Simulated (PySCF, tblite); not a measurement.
# B₁₆N₁₅H₁₅: electronic excitations, NMR shifts, part 2 of 2

tblite 0.8.0 and PySCF 2.14.0. Atoms count from 0. Earlier steps stand in the parts before.

### Step 5. NMR shifts: GIAO KT3/pcSseg-1

Job settings and geometry (Å):

```
{"job": {"kind": "nmr", "xc": "KT3", "basis": "pcSseg-1", "pop": false}, "charge": 0, "multiplicity": 1}
B      3.403114     1.955863    -0.001055
N      2.172266     2.683013    -0.001530
B      0.911865     1.972701    -0.001149
N      0.907888     0.533535    -0.000557
B      2.157117    -0.183993    -0.000322
N      3.412498     0.532616    -0.000366
B     -0.335412    -0.195184     0.000130
N     -0.345357    -1.640416     0.000586
B      0.921215    -2.353422     0.000032
N      2.155870    -1.620472    -0.000247
N     -0.332430     2.709178    -0.001487
B     -1.576846     1.964332    -0.000815
N     -1.581305     0.528062     0.000360
N     -2.840521     2.626456    -0.000517
B     -4.080475     1.967171     0.001092
N     -4.092723     0.534353     0.001606
B     -2.836707    -0.178891     0.001303
B      3.401067    -2.335675    -0.000742
N      0.997575    -3.776444    -0.000157
B      2.203330    -4.509723    -0.000928
N      3.402279    -3.760577    -0.000971
N     -2.835310    -1.622462     0.001736
B     -1.592755    -2.325672     0.001150
B     -5.323528    -0.189497     0.001089
N     -5.281047    -1.604037     0.001495
B     -4.074156    -2.338480     0.002388
B      4.655366    -0.187730     0.000132
N      4.623649    -1.592975    -0.000438
B      2.189883     4.111298    -0.001117
N      0.954776     4.796512    -0.000172
B     -0.295351     4.136134    -0.001155
H      4.417285     2.542719    -0.001391
H     -2.834448     3.632832    -0.001251
H     -5.080990     2.579531     0.002238
H      0.128835    -4.284483     0.000113
H      2.211856    -5.683118    -0.001346
H      4.288090    -4.242297    -0.001300
H     -1.644858    -3.498440     0.000578
H     -6.353473     0.370842     0.000365
H     -6.152843    -2.111177     0.001181
H     -4.095608    -3.511917     0.003092
H      5.681051     0.381725     0.001100
H      5.493395    -2.104355    -0.000611
H      3.197528     4.709572    -0.001295
H      0.962139     5.804978     0.000842
H     -1.265855     4.799016    -0.001531
```

Method: GIAO KT3/pcSseg-1 NMR shielding, non-relativistic, gas phase.

The program printed:

```text
start: PBE on a coarse grid of 39905 points
cycle   1  E = -1227.1924475200  dE =  5.157e+00  |g| = 1.382e+00  |ddm| = 7.030e+00
cycle   2  E = -1226.4446329712  dE =  7.478e-01  |g| = 2.299e+00  |ddm| = 2.932e+00
cycle   3  E = -1227.6096150240  dE = -1.165e+00  |g| = 2.196e-01  |ddm| = 1.948e+00
cycle   4  E = -1227.6210482103  dE = -1.143e-02  |g| = 8.031e-02  |ddm| = 2.555e-01
cycle   5  E = -1227.6224507828  dE = -1.403e-03  |g| = 2.686e-02  |ddm| = 7.575e-02
cycle   6  E = -1227.6225830411  dE = -1.323e-04  |g| = 1.187e-02  |ddm| = 2.881e-02
cycle   7  E = -1227.6226145354  dE = -3.149e-05  |g| = 2.598e-03  |ddm| = 1.136e-02
final grid: 373735 points
cycle   8  E = -1249.0919577759  dE = -6.232e-02  |g| = 1.648e-01  |ddm| = 6.508e-01
cycle   9  E = -1249.0819433658  dE =  1.001e-02  |g| = 2.711e-01  |ddm| = 2.923e-01
cycle  10  E = -1249.0977942269  dE = -1.585e-02  |g| = 1.432e-02  |ddm| = 1.826e-01
cycle  11  E = -1249.0978422369  dE = -4.801e-05  |g| = 5.607e-03  |ddm| = 2.102e-02
cycle  12  E = -1249.0978508107  dE = -8.574e-06  |g| = 2.024e-03  |ddm| = 5.581e-03
cycle  13  E = -1249.0978492816  dE =  1.529e-06  |g| = 5.964e-04  |ddm| = 2.161e-03
cycle  14  E = -1249.0978530788  dE = -3.797e-06  |g| = 1.249e-04  |ddm| = 5.176e-04
cycle  15  E = -1249.0978517209  dE =  1.358e-06  |g| = 3.761e-05  |ddm| = 1.540e-04
converged SCF energy = -1249.0978517209

GIAO shielding tensors (ppm)
atom      isotropic    diamagn.    paramagn.     s11        s22        s33       span
  0 B       66.204     195.982    -129.778     49.910     54.198     94.505     44.595
  1 N      104.273     340.723    -236.450     12.964     34.893    264.962    251.997
  2 B       78.820     201.232    -122.411     66.606     70.098     99.757     33.150
  3 N      136.738     362.310    -225.572     73.777     77.143    259.294    185.517
  4 B       78.379     201.189    -122.810     66.005     70.921     98.210     32.205
  5 N      106.912     341.388    -234.476     15.613     40.544    264.580    248.966
  6 B       77.835     202.334    -124.499     67.329     69.440     96.735     29.406
  7 N      124.981     356.916    -231.935     32.584     79.211    263.147    230.563
  8 B       78.252     201.039    -122.787     63.596     72.780     98.380     34.784
  9 N      136.652     347.580    -210.928     71.763     75.684    262.510    190.747
 10 N      126.039     346.206    -220.166     36.908     78.468    262.741    225.833
 11 B       77.945     202.053    -124.108     64.902     71.003     97.930     33.027
 12 N      134.161     358.630    -224.469     68.995     72.152    261.337    192.342
 13 N      138.177     332.326    -194.150     28.520    158.458    227.553    199.033
 14 B       71.807     197.585    -125.778     48.809     63.699    102.914     54.105
 15 N      107.960     336.728    -228.768     17.952     38.495    267.433    249.481
 16 B       79.189     202.405    -123.216     65.975     70.362    101.229     35.254
 17 B       80.727     200.221    -119.494     66.755     71.595    103.830     37.076
 18 N      145.368     332.438    -187.070     42.883    163.324    229.898    187.014
 19 B       76.640     198.014    -121.374     52.795     66.357    110.768     57.973
 20 N      145.129     321.564    -176.435     50.084    174.989    210.313    160.229
 21 N      104.803     341.173    -236.370     10.811     35.163    268.435    257.624
 22 B       69.866     201.043    -131.176     49.067     60.904     99.627     50.559
 23 B       72.006     195.429    -123.424     51.432     60.272    104.313     52.881
 24 N      118.606     320.508    -201.901    -20.011    154.431    221.400    241.411
 25 B       71.666     198.739    -127.073     50.340     61.240    103.417     53.078
 26 B       71.536     195.932    -124.396     47.868     64.052    102.688     54.819
 27 N      138.117     322.501    -184.385     36.652    170.257    207.441    170.789
 28 B       71.697     197.819    -126.122     51.427     59.423    104.240     52.813
 29 N      119.514     322.697    -203.184    -19.518    155.514    222.545    242.063
 30 B       75.810     199.377    -123.567     50.620     66.890    109.920     59.299
 31 H       26.496      29.955      -3.459     22.387     28.257     28.843      6.455
 32 H       25.228      32.859      -7.631     17.330     27.535     30.817     13.486
 33 H       26.769      27.909      -1.140     22.936     27.969     29.403      6.467
 34 H       25.473      36.345     -10.871     17.349     27.668     31.403     14.055
 35 H       27.119      26.366       0.753     23.617     27.666     30.075      6.458
 36 H       27.079      24.889       2.191     21.657     27.427     32.154     10.497
 37 H       26.265      37.625     -11.360     20.645     27.102     31.049     10.405
 38 H       26.827      25.863       0.965     23.261     28.175     29.046      5.785
 39 H       25.544      21.512       4.033     21.287     25.445     29.901      8.614
 40 H       26.742      29.942      -3.201     22.890     28.438     28.896      6.006
 41 H       26.806      27.356      -0.550     23.044     28.169     29.205      6.161
 42 H       26.761      24.700       2.061     21.357     27.384     31.542     10.186
 43 H       26.782      27.792      -1.010     23.089     28.276     28.981      5.891
 44 H       25.519      23.669       1.849     20.957     25.603     29.996      9.039
 45 H       26.600      32.526      -5.925     21.497     27.815     30.489      8.992
```

It took 34 s on 2 threads of Intel Xeon 6975P-C, shared host; peak memory 1.3 GiB.

The references, computed at this level on geometries of the same kind, shield at (ppm): ¹H TMS 31.76, ¹⁵N NH3 264.4, ¹¹B BF3·OEt2 100.0. Their shielding less the atom's gives the shift. The references are single molecules in the gas phase, so shifts against H2O, NH3, PH3, H3PO4 or CFCl3 are not on the usual liquid scales and can be off by tens of ppm.

```
atoms                           environment  σ (ppm)  δ (ppm)
  H32  hydrogen on a nitrogen bonded to 2 B    25.23     6.53
  H34  hydrogen on a nitrogen bonded to 2 B    25.47     6.29
  H44  hydrogen on a nitrogen bonded to 2 B    25.52     6.24
  H39  hydrogen on a nitrogen bonded to 2 B    25.54     6.22
  H37     hydrogen on a boron bonded to 2 N    26.27     5.49
  H31     hydrogen on a boron bonded to 2 N    26.50     5.26
  H45     hydrogen on a boron bonded to 2 N    26.60     5.16
  H40     hydrogen on a boron bonded to 2 N    26.74     5.02
  H42  hydrogen on a nitrogen bonded to 2 B    26.76     5.00
  H33     hydrogen on a boron bonded to 2 N    26.77     4.99
  H43     hydrogen on a boron bonded to 2 N    26.78     4.98
  H41     hydrogen on a boron bonded to 2 N    26.81     4.95
  H38     hydrogen on a boron bonded to 2 N    26.83     4.93
  H36  hydrogen on a nitrogen bonded to 2 B    27.08     4.68
  H35     hydrogen on a boron bonded to 2 N    27.12     4.64
   B0                boron bonded to 2 N, H     66.2     33.8
  B22                boron bonded to 2 N, H     69.9     30.1
  B26                boron bonded to 2 N, H     71.5     28.4
  B25                boron bonded to 2 N, H     71.7     28.3
  B28                boron bonded to 2 N, H     71.7     28.3
  B14                boron bonded to 2 N, H     71.8     28.2
  B23                boron bonded to 2 N, H     72.0     28.0
  B30                boron bonded to 2 N, H     75.8     24.2
  B19                boron bonded to 2 N, H     76.6     23.3
   B6                   boron bonded to 3 N     77.8     22.1
  B11                   boron bonded to 3 N     77.9     22.0
   B8                   boron bonded to 3 N     78.3     21.7
   B4                   boron bonded to 3 N     78.4     21.6
   B2                   boron bonded to 3 N     78.8     21.2
  B16                   boron bonded to 3 N     79.2     20.8
  B17                   boron bonded to 3 N     80.7     19.2
   N1                nitrogen bonded to 3 B    104.3    160.1
  N21                nitrogen bonded to 3 B    104.8    159.6
   N5                nitrogen bonded to 3 B    106.9    157.5
  N15                nitrogen bonded to 3 B    108.0    156.4
  N24             nitrogen bonded to 2 B, H    118.6    145.8
  N29             nitrogen bonded to 2 B, H    119.5    144.9
   N7                nitrogen bonded to 3 B    125.0    139.4
  N10                nitrogen bonded to 3 B    126.0    138.4
  N12                nitrogen bonded to 3 B    134.2    130.2
```

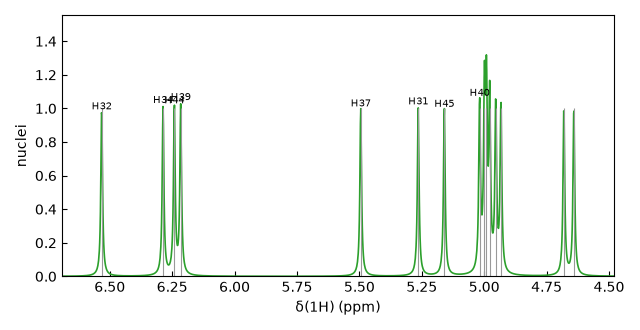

¹H lines at the computed shifts, without couplings. Lines are broadened to a width of 0.01 ppm (Lorentzian).

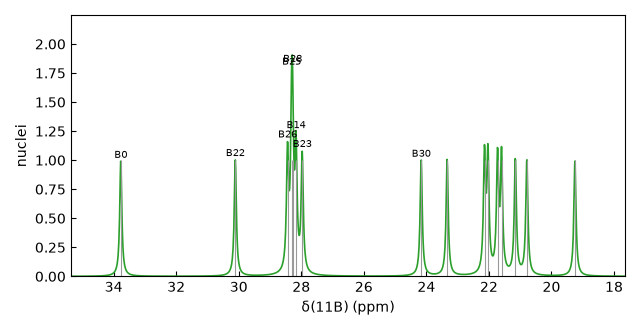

¹¹B lines at the computed shifts, without couplings. Lines are broadened to a width of 0.08 ppm (Lorentzian).

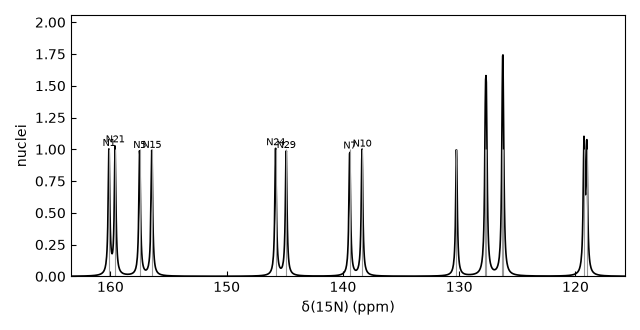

¹⁵N lines at the computed shifts, without couplings. Lines are broadened to a width of 0.16 ppm (Lorentzian).

Ring of atoms B0, N1, B2, N3, B4, N5: NICS(0) -0.6, NICS(1) -1.8, NICS(1)zz 2.0 ppm (means of both faces).

Ring of atoms N1, B2, N10, B28, N29, B30: NICS(0) -1.1, NICS(1) -2.3, NICS(1)zz -0.4 ppm (means of both faces).

Ring of atoms B2, N3, B6, N10, B11, N12: NICS(0) -0.6, NICS(1) -1.2, NICS(1)zz 4.0 ppm (means of both faces).

### Step 6. What came out

This closing draws on all 2 parts.

| quantity | value |
| --- | --- |
| strongest single infrared mode (GFN2-xTB) | 1397 cm⁻¹, 3169 km/mol |
| zero-point energy (GFN2-xTB) | 194.2 kcal/mol |
| lowest singlet (B3LYP/def2-SVP) | 5.78 eV (215 nm), f = 0.183 |
| lowest triplet | 5.57 eV |
| surface potential, least and greatest | -0.57 V and 1.71 V |
| ¹H shifts against TMS (KT3/pcSseg-1) | 6.53, 6.29, 6.24, 6.22, 5.49, 5.26, 5.16, 5.02, 5.00, 4.99, 4.98, 4.95, 4.93, 4.68 ppm and more |
| ¹¹B shifts against BF3·OEt2 (KT3/pcSseg-1) | 33.8, 30.1, 28.4, 28.3, 28.3, 28.2, 28.0, 24.2, 23.3, 22.1, 22.0, 21.7, 21.6, 21.2 ppm and more |
| ¹⁵N shifts against NH3 (KT3/pcSseg-1) | 160.1, 159.6, 157.5, 156.4, 145.8, 144.9, 139.4, 138.4, 130.2, 127.7, 127.7, 126.3, 126.2, 119.3 ppm and more |

In words: The lowest mode is slightly imaginary (12i cm⁻¹), a soft motion within the noise of the Hessian, so the minimum is not strictly shown. The strongest single mode, at 1397 cm⁻¹, is spread over many atoms; the largest shares are those of B28. Unscaled tight-binding wavenumbers are off by several per cent, some by more. Its intensities can rank the bands wrongly. The first singlet state (HOMO→LUMO 0.93) lies at 5.78 eV and is bright. The lowest triplet lies 0.21 eV below the lowest singlet. By nearest atom (B3LYP/def2-SVP), the HOMO sits on N18, N20 about 19 % each; N27 13 % and the LUMO on B22, B30 about 12 % each; B23, B28 about 9 % each.
